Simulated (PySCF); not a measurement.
# Run report: C4H6BN, NMR shielding calculation

- system: C4H6BN
- method: GIAO CAM-B3LYP/pcSseg-2 NMR shielding, non-relativistic, gas phase (PySCF 2.14.0)

The geometry comes from this level: PBE0-D3(BJ)/def2-SVP. Figures and captions count atoms from 1; the log counts them from 0 in places.

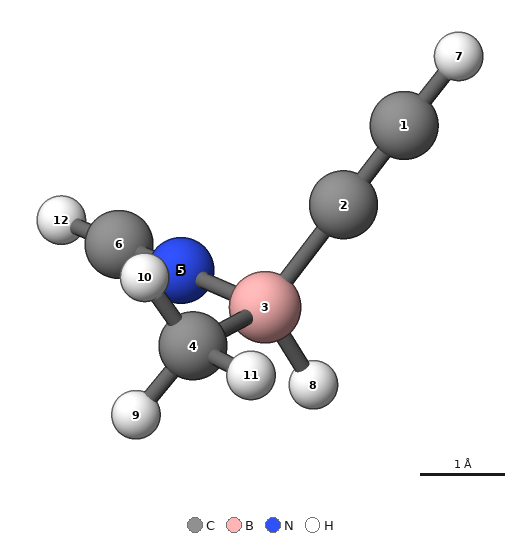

*The structure (ball-and-stick view, seen at a tilt; atoms are numbered from 1 in the order of the input).*

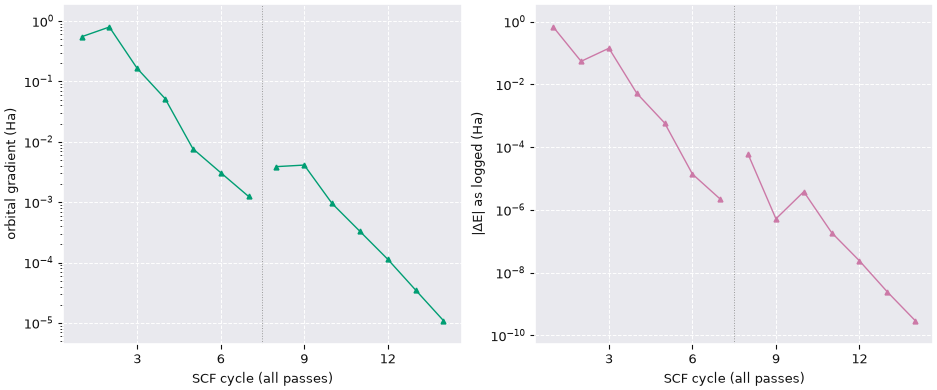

*Convergence of the self-consistent field: orbital gradient and size of the energy change against the SCF cycle. The dotted line marks the change from a coarse to the final integration grid.*

The first 7 cycles use a coarse grid, the final grid takes over at cycle 8, and the field converges after 14 cycles in all.

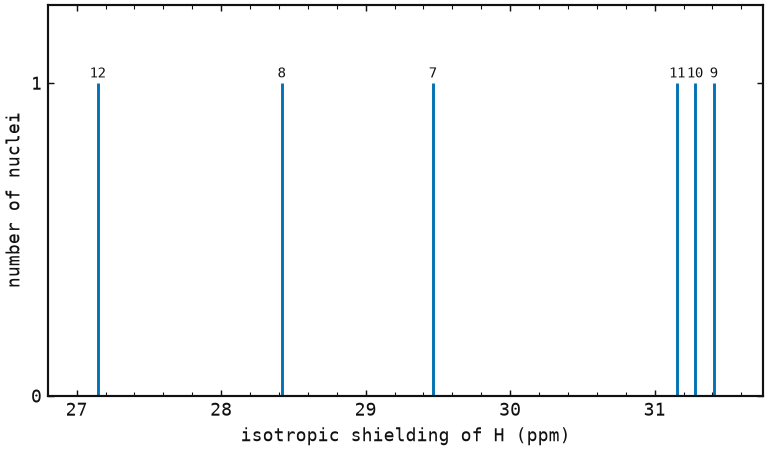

*Isotropic shieldings of the hydrogen nuclei in this fixed geometry, labelled by atom number; shielding grows to the right, so chemical shift grows to the left.*

The least shielded is H12 (27.1 ppm), the most shielded H9 (31.4 ppm).

The input and output of the run follow.

Input file
```
{"job": {"kind": "nmr", "xc": "CAM-B3LYP", "basis": "pcSseg-2", "pop": false}, "charge": 0, "multiplicity": 1}
C      2.381692    -1.064412     0.508840
C      1.304126    -0.708283     0.067461
B     -0.094036    -0.260834    -0.492267
C     -1.380160    -0.745185     0.361156
N     -0.076314     1.311897    -0.463680
C     -0.076506     2.458064    -0.443993
H      3.328116    -1.397239     0.893665
H     -0.204881    -0.486543    -1.695390
H     -2.328393    -0.355138    -0.042230
H     -1.312841    -0.473457     1.426835
H     -1.427677    -1.844019     0.307575
H     -0.070922     3.537990    -0.435329
```

The first line tells a small driver script what to run in PySCF; the rest is the geometry in Å.

Command:
```bash
OMP_NUM_THREADS=1 python <driver script> task.json out
```

Output
```
coarse grid: 10216 points
cycle   1  E = -235.3952816027  dE =  6.727e-01  |g| = 5.490e-01  |ddm| = 2.471e+00
cycle   2  E = -235.3409672602  dE =  5.431e-02  |g| = 7.967e-01  |ddm| = 1.173e+00
cycle   3  E = -235.4826640261  dE = -1.417e-01  |g| = 1.640e-01  |ddm| = 5.698e-01
cycle   4  E = -235.4878677461  dE = -5.204e-03  |g| = 5.206e-02  |ddm| = 2.095e-01
cycle   5  E = -235.4884572239  dE = -5.895e-04  |g| = 7.684e-03  |ddm| = 4.858e-02
cycle   6  E = -235.4884710804  dE = -1.386e-05  |g| = 3.085e-03  |ddm| = 9.766e-03
cycle   7  E = -235.4884732855  dE = -2.205e-06  |g| = 1.247e-03  |ddm| = 3.911e-03
final grid: 99264 points
cycle   8  E = -235.5030296814  dE = -5.923e-05  |g| = 3.882e-03  |ddm| = 4.039e-02
cycle   9  E = -235.5030291608  dE =  5.206e-07  |g| = 4.120e-03  |ddm| = 7.325e-03
cycle  10  E = -235.5030329722  dE = -3.811e-06  |g| = 9.528e-04  |ddm| = 3.633e-03
cycle  11  E = -235.5030331612  dE = -1.890e-07  |g| = 3.295e-04  |ddm| = 1.180e-03
cycle  12  E = -235.5030331851  dE = -2.388e-08  |g| = 1.136e-04  |ddm| = 3.590e-04
cycle  13  E = -235.5030331876  dE = -2.450e-09  |g| = 3.515e-05  |ddm| = 7.873e-05
cycle  14  E = -235.5030331879  dE = -2.981e-10  |g| = 1.096e-05  |ddm| = 3.501e-05
converged SCF energy = -235.5030331879

GIAO shielding tensors (ppm)
atom      isotropic    diamagn.    paramagn.     s11        s22        s33       span
  0 C       90.390     263.754    -173.363     13.089     18.426    239.656    226.568
  1 C       79.199     257.296    -178.097    -34.375    -24.571    296.544    330.919
  2 B      122.045     184.208     -62.163    105.306    123.789    137.041     31.735
  3 C      176.614     238.228     -61.615    167.644    178.540    183.656     16.012
  4 N        8.847     338.112    -329.264   -175.971   -165.068    367.581    543.552
  5 C       71.882     266.935    -195.054    -11.614    -10.420    237.679    249.293
  6 H       29.464      33.253      -3.788     24.697     24.865     38.830     14.133
  7 H       28.418      27.014       1.404     26.846     27.960     30.448      3.602
  8 H       31.409      29.086       2.322     27.863     28.884     37.480      9.617
  9 H       31.278      29.828       1.450     28.222     29.614     36.000      7.778
 10 H       31.155      28.213       2.942     27.439     28.724     37.301      9.862
 11 H       27.145      27.592      -0.447     22.733     22.862     35.840     13.107
```

Results in brief

| quantity | value |
| --- | --- |
| outcome | converged |
| total energy | −235.503033 hartree |
| HOMO | −8.14 eV |
| LUMO | −0.34 eV |
| dipole moment | 6.29 D |
| isotropic shielding, C | 71.9 to 176.6 ppm |
| isotropic shielding, B | 122.0 ppm |
| isotropic shielding, N | 8.8 ppm |
| isotropic shielding, H | 27.1 to 31.4 ppm |
| hardware | 1 CPU thread, shared host |
| wall time | 98 s |
| peak memory | 1.4 GiB |
